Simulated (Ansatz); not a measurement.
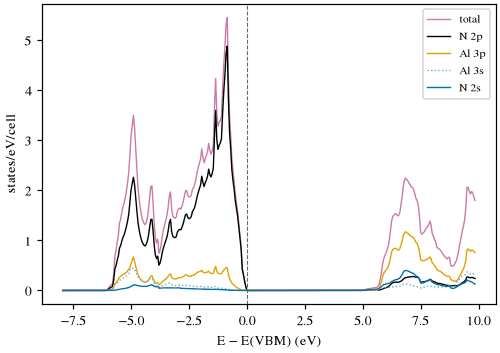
Fig. 1. Total and projected density of states of AlN (wurtzite, space group No. 186), the program Ansatz at the r²SCAN level (PAW)

### Question
Which orbitals carry the states next to the gap?

### Answer
Top 1 eV of the valence band: N 2p 91 %, Al 3p 7 %. Bottom 1 eV of the conduction band: Al 3p 37 %, N 2s 29 %, Al 3s 19 %, N 2p 6 %, outside the projected shells 9 %. Projections are on Löwdin-orthogonalised atomic valence shells; empty p or d shells of many metals are not among them.

### Question
Where is the tallest occupied peak in this window, and what makes it?

### Answer
Near -0.8 eV, about 5.5 states/eV per cell; the largest projected share is N 2p.

Space group P6_3mc (wurtzite). The r²SCAN relaxation kept the symmetry of its start.

Potentials: the later of the program's two PAW sets.
